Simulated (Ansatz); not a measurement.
Ca₈H₁₂Br₅: several calculations on one system

Part 1: Relaxation

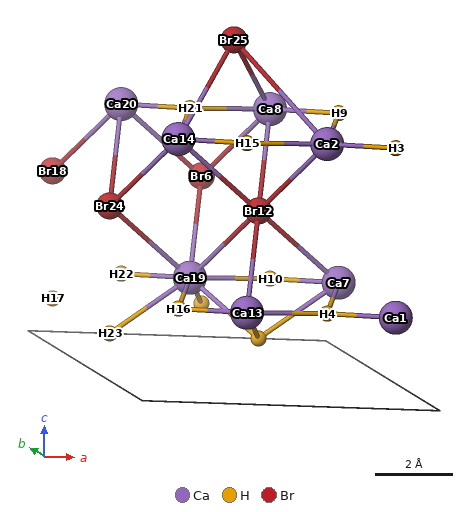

A slab of composition Ca$_{8}$H$_{12}$Br$_{5}$, before the constrained relaxation. Style: ball-and-stick. Shown: the cell of the calculation, outlined in the plane, without the vacuum (origin shifted), slightly off an axis.

It is Br on Ca2H3Br(001), set down by a guess. The run prepares the start of a later molecular dynamics calculation, from a guessed geometry. 12 atoms are held fixed.

The calculation used DFT PBEsol, scalar-relativistic, plane waves, PAW (Ansatz 0.2.0).

The input:
```yaml
crystal:
  lattice:
    - [7.80588, 0.0, 0.0]
    - [-3.90294, 6.76009, 0.0]
    - [0.0, 0.0, 18.828765]
  atoms:
    - { symbol: Ca, position: [0.3333333, 0.1666667, 0.1207241] }
    - { symbol: Ca, position: [0.1666667, 0.3333333, 0.3494891] }
    - { symbol: H, position: [0.3333333, 0.1666667, 0.3626773] }
    - { symbol: H, position: [0.1666667, 0.3333333, 0.1075359] }
    - { symbol: H, position: [0.0, 0.0, 0.0531102] }
    - { symbol: Br, position: [0.0, 0.0, 0.2351066] }
    - { symbol: Ca, position: [0.3333333, 0.6666667, 0.1207241] }
    - { symbol: Ca, position: [0.1666667, 0.8333333, 0.3494891] }
    - { symbol: H, position: [0.3333333, 0.6666667, 0.3626773] }
    - { symbol: H, position: [0.1666667, 0.8333333, 0.1075359] }
    - { symbol: H, position: [0.0, 0.5, 0.0531102] }
    - { symbol: Br, position: [0.0, 0.5, 0.2351066] }
    - { symbol: Ca, position: [0.8333333, 0.1666667, 0.1207241] }
    - { symbol: Ca, position: [0.6666667, 0.3333333, 0.3494891] }
    - { symbol: H, position: [0.8333333, 0.1666667, 0.3626773] }
    - { symbol: H, position: [0.6666667, 0.3333333, 0.1075359] }
    - { symbol: H, position: [0.5, 0.0, 0.0531102] }
    - { symbol: Br, position: [0.5, 0.0, 0.2351066] }
    - { symbol: Ca, position: [0.8333333, 0.6666667, 0.1207241] }
    - { symbol: Ca, position: [0.6666667, 0.8333333, 0.3494891] }
    - { symbol: H, position: [0.8333333, 0.6666667, 0.3626773] }
    - { symbol: H, position: [0.6666667, 0.8333333, 0.1075359] }
    - { symbol: H, position: [0.5, 0.5, 0.0531102] }
    - { symbol: Br, position: [0.5, 0.5, 0.2351066] }
    - { symbol: Br, position: [0.9414299, 0.5619582, 0.4720843], spin: 1.0 }
magnetization:
  spin_polarized: true
basis:
  ecutwfc: 420.0
kpoints:
  mp_grid: { grid: [1, 1, 1] }
hamiltonian:
  xc: pbesol
scf:
  occupations: { method: fermi_dirac, width: 0.05 }
  lower_state_search: "off"
relax:
  f_tol: 0.08
  max_steps: 25
  adjacent_minimum: "off"
  constraints: [{ sites: [0, 3, 4, 6, 9, 10, 12, 15, 16, 18, 21, 22] }]
```

Command:
```bash
ansatz run input.yaml --threads 2 --pin off --max-ram 5120MiB --backend cpu --events-out ev --progress --plain --runs-dir out
```

Q: Where does the constrained relaxation end?

A: After 5 geometry steps the energy has fallen by 1.303 eV per cell of the calculation. The largest force component goes from 0.85 to 0.041 eV/Å. The largest move is that of Br25, 0.83 Å at 69° to the normal (−c side). Largest moves by element: Br 0.83 Å, Ca 0.47 Å, H 0.42 Å. The cell doesn't change. Near-neighbour distances that change, for instance: Ca2–Br25 3.840 → 2.905 Å, Br18–Ca20 3.117 → 2.815 Å, Br6–Ca19 3.117 → 3.386 Å, Ca13–Br18 3.117 → 3.384 Å. Bond angles that change, for instance: Br6–Ca20–H9 142.6° → 168.3°, Ca1–Br18–Ca20 180.0° → 160.5°, Br6–Ca20–Br18 77.5° → 96.8°.

The end point in the same view:

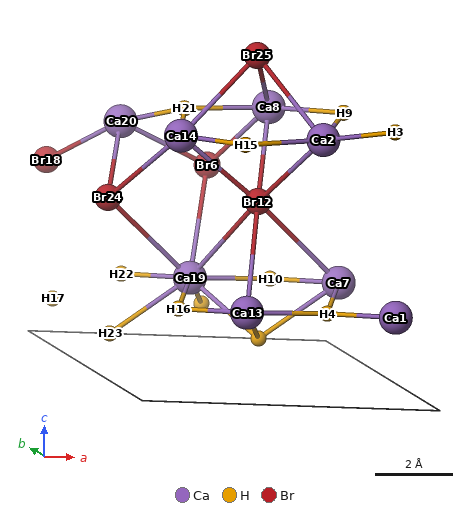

Limits of the set-up: the periodic images lie only 7.8 Å apart, so the values are limited by the cell's size.

Part 2: Dynamics

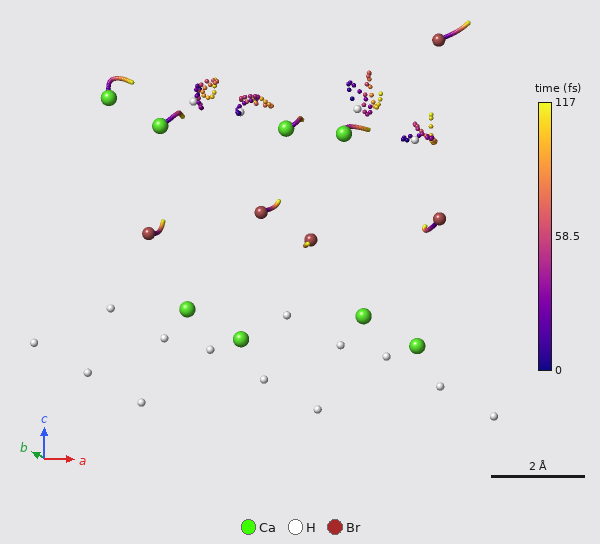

First-principles dynamics of Br on Ca2H3Br(001) (25 atoms in the cell), 117 fs long. Dots mark each atom's position at evenly spaced times, coloured by time; spheres stand at the starting positions. Fixed atoms have no trace. Seen slightly off an axis in the simulation cell, with the vacuum cut short.

Level of theory: DFT PBEsol, scalar-relativistic, plane waves, PAW in Ansatz 0.2.0. Settings: plane-wave cutoff 420 eV; k-point mesh 1 × 1 × 1; Fermi-Dirac smearing 0.05 eV; spin collinear; 12 atoms held fixed; constant energy (NVE); velocities drawn for 1400 K; time step 0.5 fs.

### How do the atoms move?

In the second half of the run the atoms are, in the root-mean-square, this far from where they began (common drift taken out): H 0.57 Å, Br 0.52 Å, Ca 0.51 Å. The run lasts only 117 fs, too short to tell vibration from diffusion. The run was cut off by its time limit after 234 steps.

Limits of the set-up: the periodic images lie only 7.8 Å apart, so the values are limited by the cell's size.

The run took about 40 core-minutes on a shared host.

Part 3: Dynamics

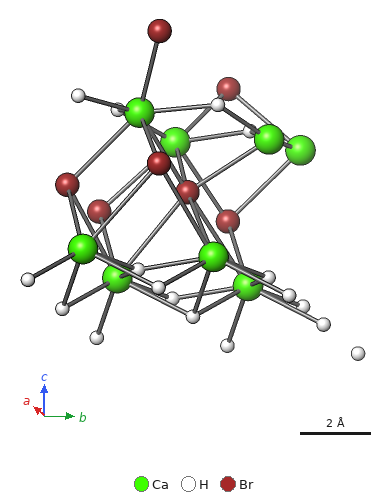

Starting frame of a dynamics run of Br on Ca2H3Br(001) (25 atoms in the cell). Style: ball-and-stick. Shown: the simulation cell, with the vacuum cut short, from a free direction. Bonds to atoms that aren't drawn are left out.

Theory: Ansatz, DFT PBEsol, scalar-relativistic, plane waves, PAW.

Input file:
```yaml
crystal:
  lattice:
    - [7.80588, 0.0, 0.0]
    - [-3.90294, 6.76009, 0.0]
    - [0.0, 0.0, 18.828765]
  atoms:
    - { symbol: Ca, position: [0.3333333, 0.1666667, 0.1207241] }
    - { symbol: Ca, position: [0.15764333, 0.34247496, 0.35416068] }
    - { symbol: H, position: [0.33195814, 0.16811159, 0.38510958] }
    - { symbol: H, position: [0.1666667, 0.3333333, 0.1075359], spin: -0.06 }
    - { symbol: H, position: [0.0, 0.0, 0.0531102], spin: -0.12 }
    - { symbol: Br, position: [0.02547474, 0.01590765, 0.24942928] }
    - { symbol: Ca, position: [0.3333333, 0.6666667, 0.1207241] }
    - { symbol: Ca, position: [0.15768139, 0.82120858, 0.3533996] }
    - { symbol: H, position: [0.35468482, 0.67992824, 0.36215564] }
    - { symbol: H, position: [0.1666667, 0.8333333, 0.1075359], spin: -0.06 }
    - { symbol: H, position: [0.0, 0.5, 0.0531102], spin: -0.13 }
    - { symbol: Br, position: [-0.00133315, 0.50142077, 0.2483408] }
    - { symbol: Ca, position: [0.8333333, 0.1666667, 0.1207241] }
    - { symbol: Ca, position: [0.6789162, 0.34244479, 0.35343332] }
    - { symbol: H, position: [0.8201644, 0.14544031, 0.36216702] }
    - { symbol: H, position: [0.6666667, 0.3333333, 0.1075359], spin: -0.06 }
    - { symbol: H, position: [0.5, 0.0, 0.0531102], spin: -0.12 }
    - { symbol: Br, position: [0.4851625, 0.01498952, 0.24948941] }
    - { symbol: Ca, position: [0.8333333, 0.6666667, 0.1207241] }
    - { symbol: Ca, position: [0.6650049, 0.83510463, 0.32482005] }
    - { symbol: H, position: [0.82003032, 0.68006662, 0.3609383] }
    - { symbol: H, position: [0.6666667, 0.8333333, 0.1075359] }
    - { symbol: H, position: [0.5, 0.5, 0.0531102], spin: -0.12 }
    - { symbol: Br, position: [0.48420461, 0.47461176, 0.24943116] }
    - { symbol: Br, position: [0.99686508, 0.50336703, 0.45648003] }
magnetization:
  spin_polarized: true
basis:
  ecutwfc: 420.0
kpoints:
  mp_grid: { grid: [1, 1, 1] }
hamiltonian:
  xc: pbesol
scf:
  occupations: { method: fermi_dirac, width: 0.05 }
  lower_state_search: "off"
md:
  timestep: 0.75
  n_steps: 210
  ensemble: nvt_langevin
  temperature: 1050.0
  initial_velocities: maxwell_boltzmann
  seed: 163550
  friction: 0.02
  constraints: [{ sites: [0, 3, 4, 6, 9, 10, 12, 15, 16, 18, 21, 22] }]
```

Run as
```bash
ansatz run input.yaml --threads 2 --pin off --max-ram 5120MiB --backend cpu --events-out ev --progress --plain --runs-dir out
```

Q: What does the trajectory do?

A: The mean temperature in the second half is 1362 K (standard deviation 321 K). The potential energy in the second half lies on average 70.1 meV per atom above the first frame. In the second half of the run the atoms are, in the root-mean-square, this far from where they began (common drift taken out): H 0.66 Å, Ca 0.43 Å, Br 0.31 Å. The run lasts only 158 fs, too short to tell vibration from diffusion.

Along the run (each row but the first and the last is the mean over the interval that it begins):

| time (fs) | potential energy (meV/atom) | T (K) |
| --- | --- | --- |
| 0.0 | 0.0 | 1050 |
| 15.8 | 40.9 | 838 |
| 31.5 | 45.9 | 703 |
| 47.2 | 59.0 | 729 |
| 63.0 | 61.3 | 898 |
| 78.8 | 64.1 | 943 |
| 94.5 | 57.3 | 1268 |
| 110.2 | 72.0 | 1638 |
| 126.0 | 68.9 | 1737 |
| 141.8 | 88.2 | 1221 |
| 157.5 | 69.7 | 1393 |

The paths of the atoms:

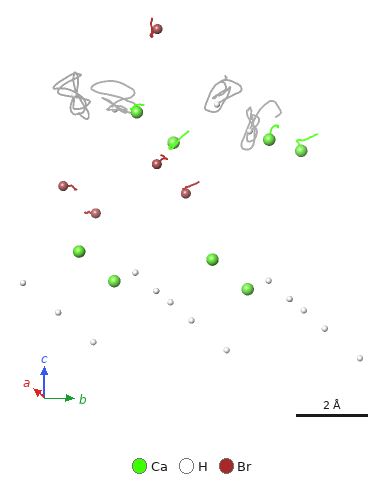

Limits of the set-up: the periodic images lie only 7.8 Å apart, so the values are limited by the cell's size.
